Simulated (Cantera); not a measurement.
Feed: 1 mol SiF4, 0.51 mol NH3, 0.13 mol H2, at 1.00 bar.

Equilibrium computed with Cantera from the NASA thermochemical tables; the gas is ideal and each condensed phase is pure. Candidate condensed phases: Si, Si3N4; 37 gas species. The tables' values for SiF3, SiF2 are old estimates; treat these amounts as uncertain. Rates play no part.

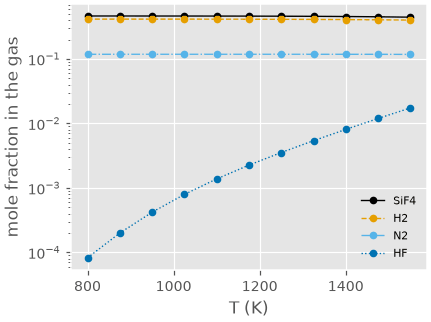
Equilibrium gas composition (values under 1e-9 drawn at 1e-9)

Read off the mole fractions at 800 K.

SiF4 about 0.47, H2 about 0.42, N2 about 0.12, HF about 8.3e-5.
